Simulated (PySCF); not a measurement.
# C4H4N4SSi: excited states, first hyperpolarisability

Wanted: excited states, first hyperpolarisability for C4H4N4SSi (`[SiH3]c1cnc2nsnc2n1`).

Programs: PySCF 2.14.0, with routines of our own; each step states its level. All values are computed. Atoms count from 0.

### 1 The starting structure

14 atoms, charge 0, multiplicity 1; geometry from: GFN2-xTB.

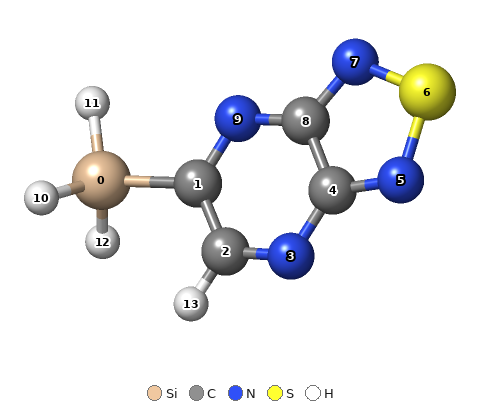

The starting geometry (silicon light orange, carbon grey, nitrogen blue, sulfur yellow, hydrogen white).

### 2 Optimising the geometry at PBE0-D3(BJ)/def2-SVP

Job settings and geometry (Å):

```
{"job": {"xc": "PBE0", "basis": "def2-SVP", "d3": "d3bj", "grid": 2, "kind": "geom"}, "charge": 0, "multiplicity": 1}
Si    -2.604543     0.376287     0.277072
C     -0.745512     0.013847     0.291413
C     -0.225023    -1.302962     0.423928
N      1.046097    -1.599543     0.456408
C      1.869454    -0.546405     0.353905
N      3.199611    -0.581579     0.366596
S      3.737432     0.921011     0.216566
N      2.339303     1.697772     0.126983
C      1.360181     0.798237     0.213509
N      0.048316     1.056648     0.184488
H     -3.136157    -0.091440     1.560195
H     -2.786212     1.807287     0.088590
H     -3.196551    -0.410789    -0.808036
H     -0.907074    -2.138844     0.506241
```

Started as:

```console
$ OMP_NUM_THREADS=1 python excited_run.py task.json out
```

One launch serves the whole session: the jobs run in the order shown.

Log:

```text
step   0  E = -1060.31326958  max force = 0.024025
step   1  E = -1060.31690089  max force = 0.003590
step   2  E = -1060.31693588  max force = 0.003766
step   3  E = -1060.31698565  max force = 0.000650
step   4  E = -1060.31698610  max force = 0.000281
optimisation converged
```

Wall time 78 s (1 thread of Arm Neoverse V2, shared host); peak memory 0.79 GiB.

Relaxation path:

```
step  energy from step 0 (eV)  largest force component (eV/Å)
   0                   0.0000                          1.2354
   1                  -0.0988                          0.1846
   2                  -0.0998                          0.1937
   3                  -0.1011                          0.0334
   4                  -0.1011                          0.0144
```

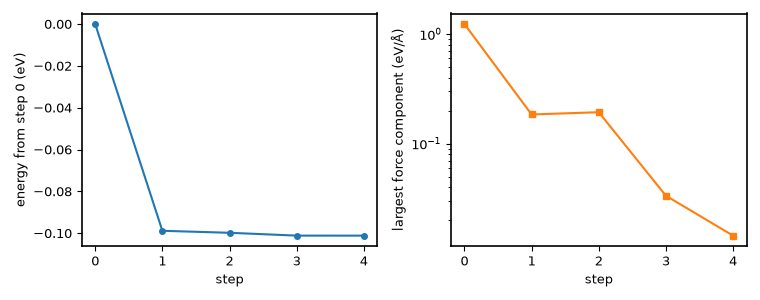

Energy and largest force along the relaxation.

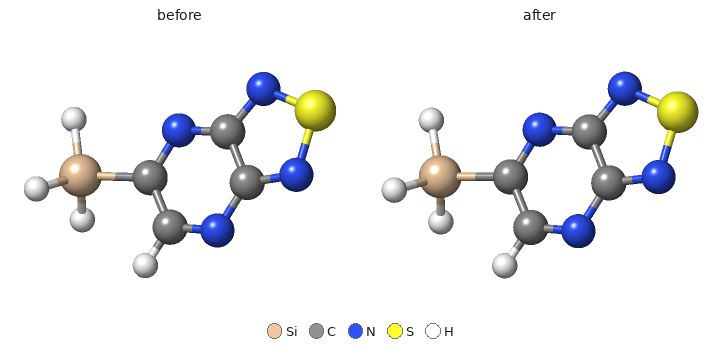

The geometry before (left) and after (right).

Distances of close pairs at the start and the end, largest changes first:

```
   bond  before (Å)  after (Å)  change (Å)
Si0–H11       1.455      1.486      +0.031
Si0–H12       1.465      1.495      +0.029
Si0–H10       1.466      1.495      +0.029
  C1–C2       1.422      1.449      +0.027
  N5–S6       1.603      1.624      +0.021
  S6–N7       1.602      1.623      +0.021
 C2–H13       1.082      1.098      +0.016
  C8–N9       1.337      1.352      +0.015
```

The next job starts from the end point, and lists it.

```
                         at the end point                value
rotational constants (GHz, main isotopes)  3.125, 0.603, 0.508
                        dipole moment (D)                 1.19
```

### 3 Excited states: TDA CAM-B3LYP/aug-cc-pVDZ

Job settings and geometry (Å):

```
{"job": {"kind": "states", "xc": "CAM-B3LYP", "basis": "aug-cc-pVDZ", "tda": true, "soc": true, "nstates": 6, "ntriplets": 5, "nquad": 4}, "charge": 0, "multiplicity": 1}
Si    -2.577712     0.290575     0.376164
C     -0.701648    -0.024420     0.374489
C     -0.176244    -1.367792     0.508074
N      1.091546    -1.669776     0.518175
C      1.917095    -0.605546     0.390824
N      3.245681    -0.680279     0.375094
S      3.773880     0.846042     0.206355
N      2.371634     1.660327     0.142580
C      1.412140     0.743467     0.256912
N      0.088422     1.018937     0.250645
H     -3.147518    -0.172912     1.677935
H     -2.822296     1.742927     0.178405
H     -3.206154    -0.510406    -0.718176
H     -0.884668    -2.200562     0.608184
```

Method: TDA CAM-B3LYP/aug-cc-pVDZ excited states, vertical, gas phase, spin-orbit mean-field couplings.

Log:

```text
coarse grid: 14320 points
cycle   1  E = -1061.2410602463  dE =  2.301e+00  |g| = 5.381e-01  |ddm| = 1.643e+01
cycle   2  E = -1061.2430116023  dE = -1.951e-03  |g| = 6.050e-01  |ddm| = 2.523e+00
cycle   3  E = -1061.3168593407  dE = -7.385e-02  |g| = 7.967e-02  |ddm| = 1.537e+00
cycle   4  E = -1061.3180839255  dE = -1.225e-03  |g| = 4.241e-02  |ddm| = 3.512e-01
cycle   5  E = -1061.3185456456  dE = -4.617e-04  |g| = 1.492e-02  |ddm| = 1.571e-01
cycle   6  E = -1061.3186113606  dE = -6.571e-05  |g| = 2.919e-03  |ddm| = 5.216e-02
cycle   7  E = -1061.3186156705  dE = -4.310e-06  |g| = 1.492e-03  |ddm| = 1.324e-02
final grid: 133960 points
cycle   8  E = -1061.3549505014  dE = -1.458e-05  |g| = 3.079e-03  |ddm| = 1.803e-01
cycle   9  E = -1061.3549483409  dE =  2.160e-06  |g| = 4.476e-03  |ddm| = 2.609e-02
cycle  10  E = -1061.3549528806  dE = -4.540e-06  |g| = 7.904e-04  |ddm| = 8.709e-03
cycle  11  E = -1061.3549530215  dE = -1.409e-07  |g| = 3.103e-04  |ddm| = 2.035e-03
cycle  12  E = -1061.3549530504  dE = -2.889e-08  |g| = 1.074e-04  |ddm| = 1.102e-03
cycle  13  E = -1061.3549530559  dE = -5.484e-09  |g| = 3.919e-05  |ddm| = 5.836e-04
cycle  14  E = -1061.3549530568  dE = -9.029e-10  |g| = 2.174e-05  |ddm| = 1.961e-04
converged SCF energy = -1061.3549530568

Singlet excitations
state   eV       nm        f     d(h-e)  d(exc)  Lambda  PR(NTO)  |dmu|/D   mu/D   main configurations
  1   3.0767   403.0   0.00237   0.630   3.105   0.519   1.027    1.918    3.453   H->L 0.96
  2   4.5460   272.7   0.00001   0.616   2.954   0.479   1.039    1.839    0.315   H-3->L 0.94
  3   4.6270   268.0   0.51941   0.249   3.242   0.668   1.288    0.388    1.155   H-1->L 0.87
  4   4.9722   249.4   0.05094   0.471   3.216   0.782   1.226    1.396    0.146   H-2->L 0.89
  5   5.0290   246.5   0.00040   0.079   2.686   0.483   2.064                     H->L+1 0.51, H-4->L 0.38
  6   5.5348   224.0   0.00957   0.990   2.850   0.540   1.352                     H->L+3 0.80, H-7->L 0.09

Triplet excitations (Tamm-Dancoff)
state   eV     d(h-e)  d(exc)  Lambda  PR(NTO)   main configurations
  1   2.6020   0.441   2.953   0.518   1.056   H->L 0.91
  2   2.9739   0.061   3.157   0.684   1.040   H-1->L 0.94
  3   3.0589   0.064   2.850   0.796   1.151   H-2->L 0.88
  4   3.9474   0.415   2.772   0.479   1.115   H-3->L 0.87
  5   4.3820   0.143   2.541   0.486   2.051   H-4->L 0.50, H->L+1 0.28
S1 - T1 = 0.4747 eV

Spin-orbit couplings |<S|Hso|T>| (cm-1)
             T1       T2       T3       T4       T5
S0        3.257    0.149    0.600   83.926    6.935
S1        0.021    9.659    7.554    0.685    1.743
S2        1.417   35.423    9.216    0.156    0.765
S3        9.233    0.122    0.044   35.756   10.619
S4        4.172    0.167    0.051    8.145    3.631
S5        1.661    6.807    2.531    0.457    0.190
S6        1.017    9.995    5.120    0.076    1.015
T1 sublevels (cm-1): 0.000 0.013 0.015   radiative rates (1/s): 0.00544 19.1 22.5
```

It took 99 s on 1 thread of Arm Neoverse V2, shared host; peak memory 1.1 GiB.

Key values:

```
  quantity    value
S1 less T1  0.47 eV
```

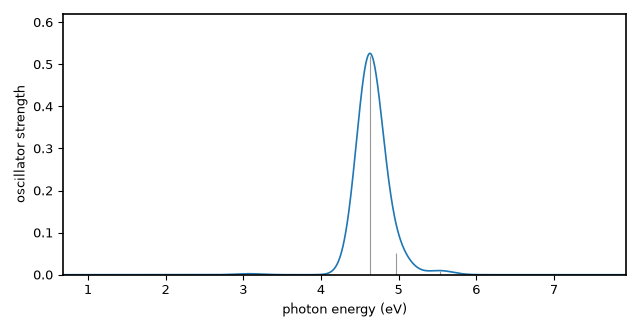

Absorption lines of the singlets. Lines are broadened to a width of 0.40 eV (Gaussian).

### 4 Excited states: TDDFT CAM-B3LYP/aug-cc-pVDZ

The job, as its differences from that of step 3:

```diff
@@ -1,2 +1,2 @@
-{"job": {"kind": "states", "xc": "CAM-B3LYP", "basis": "aug-cc-pVDZ", "tda": true, "soc": true, "nstates": 6, "ntriplets": 5, "nquad": 4}, "charge": 0, "multiplicity": 1}
+{"job": {"kind": "states", "xc": "CAM-B3LYP", "basis": "aug-cc-pVDZ", "tpa": true, "nstates": 8, "nquad": 6, "ntriplets": 0}, "charge": 0, "multiplicity": 1}
 Si    -2.577712     0.290575     0.376164
```

Method: TDDFT CAM-B3LYP/aug-cc-pVDZ excited states, vertical, gas phase, two-photon moments by quadratic response.

Log:

```text
coarse grid: 14320 points
cycle   1  E = -1061.2410602463  dE =  2.301e+00  |g| = 5.381e-01  |ddm| = 1.643e+01
cycle   2  E = -1061.2430116023  dE = -1.951e-03  |g| = 6.050e-01  |ddm| = 2.523e+00
cycle   3  E = -1061.3168593407  dE = -7.385e-02  |g| = 7.967e-02  |ddm| = 1.537e+00
cycle   4  E = -1061.3180839255  dE = -1.225e-03  |g| = 4.241e-02  |ddm| = 3.512e-01
cycle   5  E = -1061.3185456456  dE = -4.617e-04  |g| = 1.492e-02  |ddm| = 1.571e-01
cycle   6  E = -1061.3186113606  dE = -6.571e-05  |g| = 2.919e-03  |ddm| = 5.216e-02
cycle   7  E = -1061.3186156705  dE = -4.310e-06  |g| = 1.492e-03  |ddm| = 1.324e-02
final grid: 133960 points
cycle   8  E = -1061.3549505014  dE = -1.458e-05  |g| = 3.079e-03  |ddm| = 1.803e-01
cycle   9  E = -1061.3549483409  dE =  2.160e-06  |g| = 4.476e-03  |ddm| = 2.609e-02
cycle  10  E = -1061.3549528806  dE = -4.540e-06  |g| = 7.904e-04  |ddm| = 8.709e-03
cycle  11  E = -1061.3549530215  dE = -1.409e-07  |g| = 3.103e-04  |ddm| = 2.035e-03
cycle  12  E = -1061.3549530504  dE = -2.889e-08  |g| = 1.074e-04  |ddm| = 1.102e-03
cycle  13  E = -1061.3549530559  dE = -5.484e-09  |g| = 3.919e-05  |ddm| = 5.836e-04
cycle  14  E = -1061.3549530568  dE = -9.029e-10  |g| = 2.174e-05  |ddm| = 1.961e-04
converged SCF energy = -1061.3549530568

Singlet excitations
state   eV       nm        f     d(h-e)  d(exc)  Lambda  PR(NTO)  |dmu|/D   mu/D   delta(TPA)   sigma/GM   main configurations
  1   3.0355   408.4   0.00159   0.638   3.114   0.519   1.028    1.878    3.414        1.29      0.004   H->L 0.96
  2   4.3822   282.9   0.40014   0.222   3.197   0.664   1.334    0.359    1.184       13.40      0.094   H-1->L 0.93
  3   4.4928   276.0   0.00001   0.614   2.959   0.479   1.041    1.799    0.276        1.02      0.008   H-3->L 0.94
  4   4.7079   263.4   0.03694   0.391   3.183   0.777   1.250    1.151    0.393        5.12      0.042   H-2->L 0.95
  5   4.9857   248.7   0.00023   0.094   2.689   0.484   2.081    0.452    1.905        3.11      0.028   H->L+1 0.48, H-4->L 0.40
  6   5.4947   225.6   0.00686   1.007   2.861   0.540   1.359    2.426    3.961       13.83      0.153   H->L+3 0.79, H-7->L 0.09
  7   5.6932   217.8   0.00025   0.294   3.221   0.487   2.067                                            H->L+1 0.46, H-4->L 0.42
  8   6.2882   197.2   0.00182   1.076   3.577   0.510   1.397                                            H-7->L 0.68, H->L+3 0.12, H-6->L 0.12
```

Run time: 2.3 min. Hardware: 1 thread of Arm Neoverse V2, shared host; peak memory 1.1 GiB.

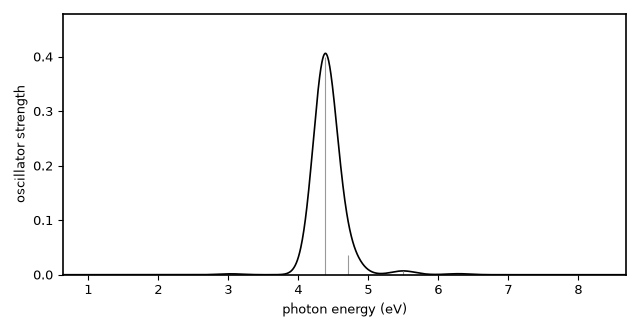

Absorption lines of the singlets. Lines are broadened to a width of 0.40 eV (Gaussian).

### 5 First hyperpolarisability: quadratic response CAM-B3LYP/aug-cc-pVDZ

The job, as its differences from that of step 4:

```diff
@@ -1,2 +1,2 @@
-{"job": {"kind": "states", "xc": "CAM-B3LYP", "basis": "aug-cc-pVDZ", "tpa": true, "nstates": 8, "nquad": 6, "ntriplets": 0}, "charge": 0, "multiplicity": 1}
+{"job": {"kind": "beta", "xc": "CAM-B3LYP", "basis": "aug-cc-pVDZ"}, "charge": 0, "multiplicity": 1}
 Si    -2.577712     0.290575     0.376164
```

Method: quadratic response CAM-B3LYP/aug-cc-pVDZ first hyperpolarisability, Taylor convention, gas phase.

Log:

```text
coarse grid: 14320 points
cycle   1  E = -1061.2410602463  dE =  2.301e+00  |g| = 5.381e-01  |ddm| = 1.643e+01
cycle   2  E = -1061.2430116023  dE = -1.951e-03  |g| = 6.050e-01  |ddm| = 2.523e+00
cycle   3  E = -1061.3168593407  dE = -7.385e-02  |g| = 7.967e-02  |ddm| = 1.537e+00
cycle   4  E = -1061.3180839255  dE = -1.225e-03  |g| = 4.241e-02  |ddm| = 3.512e-01
cycle   5  E = -1061.3185456456  dE = -4.617e-04  |g| = 1.492e-02  |ddm| = 1.571e-01
cycle   6  E = -1061.3186113606  dE = -6.571e-05  |g| = 2.919e-03  |ddm| = 5.216e-02
cycle   7  E = -1061.3186156705  dE = -4.310e-06  |g| = 1.492e-03  |ddm| = 1.324e-02
final grid: 133960 points
cycle   8  E = -1061.3549505014  dE = -1.458e-05  |g| = 3.079e-03  |ddm| = 1.803e-01
cycle   9  E = -1061.3549483409  dE =  2.160e-06  |g| = 4.476e-03  |ddm| = 2.609e-02
cycle  10  E = -1061.3549528806  dE = -4.540e-06  |g| = 7.904e-04  |ddm| = 8.709e-03
cycle  11  E = -1061.3549530215  dE = -1.409e-07  |g| = 3.103e-04  |ddm| = 2.035e-03
cycle  12  E = -1061.3549530504  dE = -2.889e-08  |g| = 1.074e-04  |ddm| = 1.102e-03
cycle  13  E = -1061.3549530559  dE = -5.484e-09  |g| = 3.919e-05  |ddm| = 5.836e-04
cycle  14  E = -1061.3549530568  dE = -9.029e-10  |g| = 2.174e-05  |ddm| = 1.961e-04
converged SCF energy = -1061.3549530568

Lowest singlets (eV, f): 3.0355 0.0016  4.3822 0.4001  4.4928 0.0000

First hyperpolarisability (au)
process     nm      |vector|   parallel      HRS      DR
static         -      228.92    -120.22      97.43   4.581
shg       1907.0      241.50    -126.26     104.29   4.285
eope      1907.0      232.96    -122.16          -       -
shg       1064.0      274.93    -141.76     124.37   3.509
eope      1064.0      242.44    -126.71          -       -
```

It took 1.7 min on 1 thread of Arm Neoverse V2, shared host; peak memory 1.1 GiB.

### 6 Outcome

| quantity | value |
| --- | --- |
| rotational constants (main isotopes) | 3.12, 0.60, 0.51 GHz |
| S1 less T1 (step 3, TDA CAM-B3LYP/aug-cc-pVDZ) | 0.47 eV |
| β vector (step 5, quadratic response CAM-B3LYP/aug-cc-pVDZ) | static 229, SHG 1907.0 nm 242, SHG 1064.0 nm 275 au |

**Reading.** The optimisation took 4 steps and gained 0.101 eV; among the close pairs (by a distance rule), Si0–H11 changed most, from 1.455 to 1.486 Å. In step 3, the number of triplets below S1 is 3, and the largest singlet-triplet spin-orbit coupling is S0–T4, 83.93 cm⁻¹. β grows from 229 au (static) to 275 au for doubling at 1064.0 nm: normal dispersion, which grows as twice the photon energy moves toward the bright states.
